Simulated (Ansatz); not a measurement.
B$_{2}$BrH$_{5}$OSi (SMILES BBO[SiH2]Br)

The calculation's input:

```
crystal:
  periodic: [false, false, false]
  atoms:
    - { symbol: B, position_ang: [-0.2375, -0.9076, 1.8306] }
    - { symbol: B, position_ang: [-0.2861, -1.0531, 0.1677] }
    - { symbol: O, position_ang: [-0.9843, -0.0707, -0.7046] }
    - { symbol: Si, position_ang: [0.3507, 1.0216, -1.2268] }
    - { symbol: Br, position_ang: [-0.6407, 2.5617, -2.5867] }
    - { symbol: H, position_ang: [-0.7799, 0.1107, 2.3015] }
    - { symbol: H, position_ang: [0.2413, -1.6792, 2.5111] }
    - { symbol: H, position_ang: [0.2143, -2.0156, -0.3095] }
    - { symbol: H, position_ang: [0.8967, 1.7019, -0.0263] }
    - { symbol: H, position_ang: [1.3085, 0.2791, -1.9541] }
basis:
  gaussian: { orbitals: def2-SVP }
hamiltonian:
  xc: revpbe
  dispersion: d4
relax:
  f_tol: 0.015
  max_steps: 40
output:
  orbitals: {}
```

Command:

```sh
ansatz run input.yaml --threads 2 --pin off --max-ram 3072MiB --backend cpu --events-out ev --progress --plain --runs-dir out
```

The fields are those of the relaxed geometry.

All numbers below come from RKS revPBE-D4/def2-SVP in Ansatz 0.2.0.

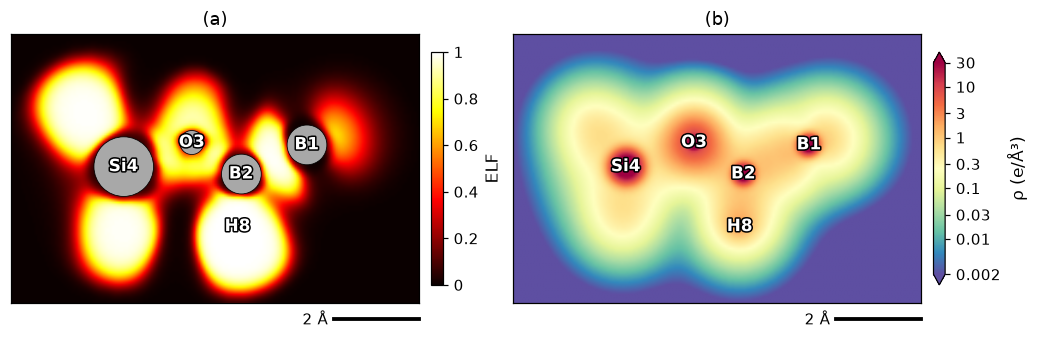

Figure 1. (a) ELF; (b) electron density on the plane of atoms B1, B2 and O3. Grey discs cover the atomic cores in the ELF map.

Q: Read the bonding off the picture.

A: Atoms in the plane: B, O, Si and H.
B–O (1.38 Å): ρ is about 1.9 e/Å³ halfway; the ELF peaks at about 0.90 between the atoms: a shared but strongly polarised pair.
B–B (1.69 Å): ρ is about 1.1 e/Å³ halfway; the ELF peaks at about 1 between the atoms, as expected for a covalent bond.
Si–O (1.70 Å): the density is about 1 e/Å³ at the midpoint; the ELF peaks at about 0.85 between the atoms, as expected for a shared but strongly polarised pair.
B–H (1.24 Å): the density is about 1.1 e/Å³ at the midpoint; the ELF climbs to about 1 towards the hydrogen, as it does in any bond to H; an ordinary covalent bond to hydrogen.
The ELF also peaks beside O3, away from the bonds: lone-pair regions.

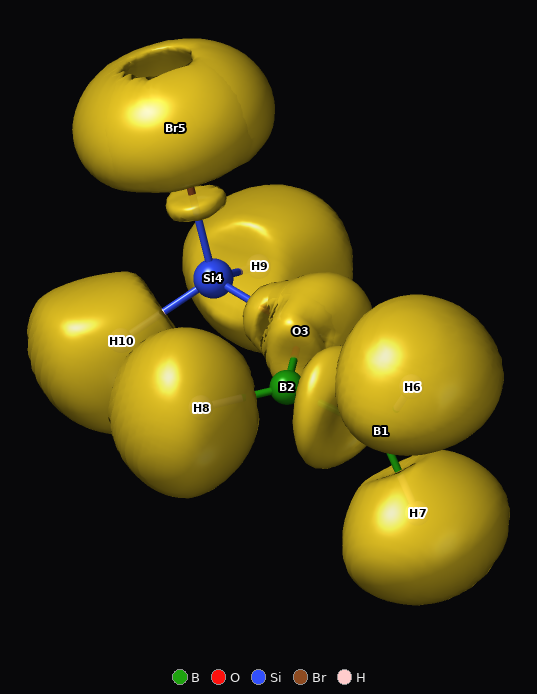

Figure 2. Isosurface of the ELF at 0.8 (yellow), seen at an oblique angle. Core shells and regions of very low density are left out.

Q: Where are the electrons localised?

A: The ELF exceeds this value in one region between bonded Br–Si atoms (shared pairs), one region between bonded B–B atoms (shared pairs), five regions around hydrogen nuclei, one region on O in which the atom's valence shell and bonds are merged and one ring or bowl of non-bonding electrons around Br.

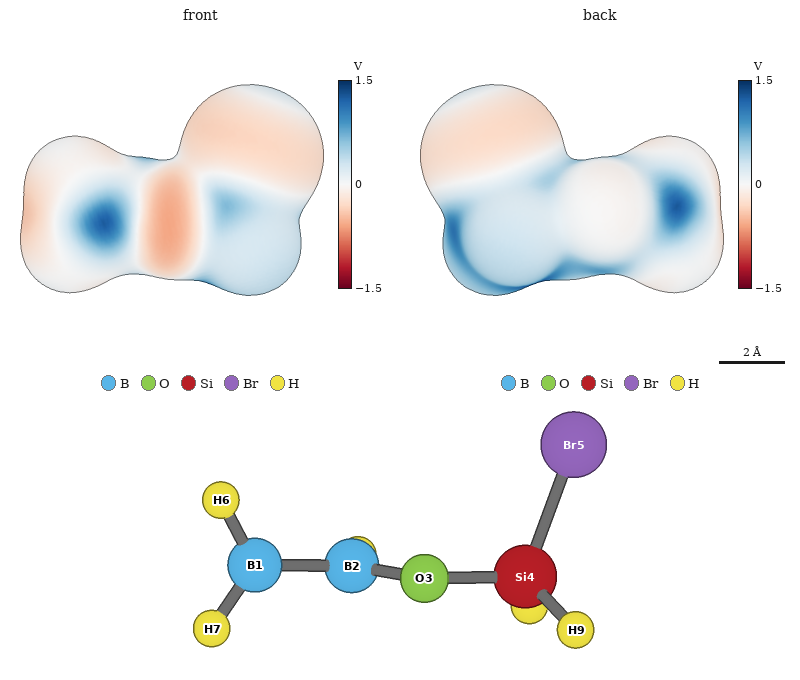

Figure 3. The electrostatic potential painted on the density surface at 0.001 e/bohr³, seen from the front and from behind; red is negative and blue positive. The bare structure is drawn below in the same view.

Q: Which sites attract a positive test charge, and which a negative one?

A: A positive charge is drawn to the negative regions and a negative charge to the positive ones. The most negative region (about −0.6 V) lies over O3, the most positive (about +1.2 V) over B1 and Si4. Br5 shows a σ-hole: about +0.2 V at the tip opposite its bond, against about −0.3 V on its flanks.

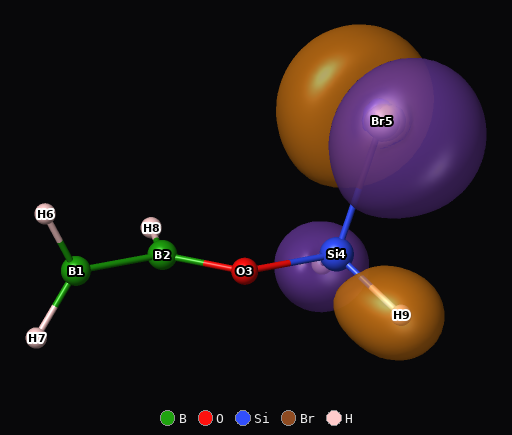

Figure 4. The HOMO−1 at ±0.1 Å⁻³ᐟ² (orange and purple are the two phases), seen at a tilt.

Q: What is the character of this orbital?

A: Its weight (Hirshfeld) is mainly on Br5 (about 80 %); largely a lone pair of Br5. Its energy is −7.17 eV.
